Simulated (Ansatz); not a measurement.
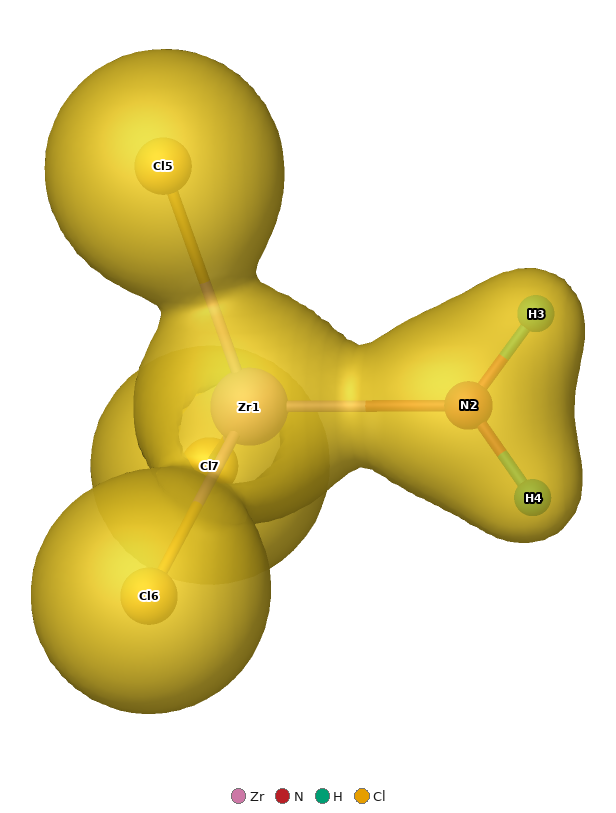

Cl$_{3}$H$_{2}$NZr (Zr(NH2)Cl3). Isosurface of the electron density at 0.4 e/Å³ (yellow), seen at a tilt.

Geometry: PBE-D4/def2-SVP; core potentials replace the inner electrons of Zr.

All numbers below come from Ansatz, RKS PBE0-D4/def2-TZVP.

```yaml
atoms:
  - { symbol: Zr, position_ang: [0.0159, 0.0131, -0.7310] }
  - { symbol: N, position_ang: [0.0183, 0.0320, 1.2721] }
  - { symbol: H, position_ang: [0.7746, -0.3140, 1.8760] }
  - { symbol: H, position_ang: [-0.7587, 0.3502, 1.8653] }
  - { symbol: Cl, position_ang: [2.2656, -0.0607, -1.4121] }
  - { symbol: Cl, position_ang: [-1.1921, 1.9082, -1.4306] }
  - { symbol: Cl, position_ang: [-1.1235, -1.9288, -1.4398] }
```

Which contacts does the surface bridge?

Answer. At this value the surface is in one piece. It bridges the sampled Zr–N (2.00 Å), Zr–Cl (2.35 Å) and N–H (1.03 Å) contacts, where the density stays above the isovalue. On the grid the lowest density along these lines, outside the cores, is 0.88 e/Å³ (Zr–N, 2.00 Å), 0.59 e/Å³ (Zr–Cl, 2.35 Å) and 2.1 e/Å³ (N–H, 1.03 Å).
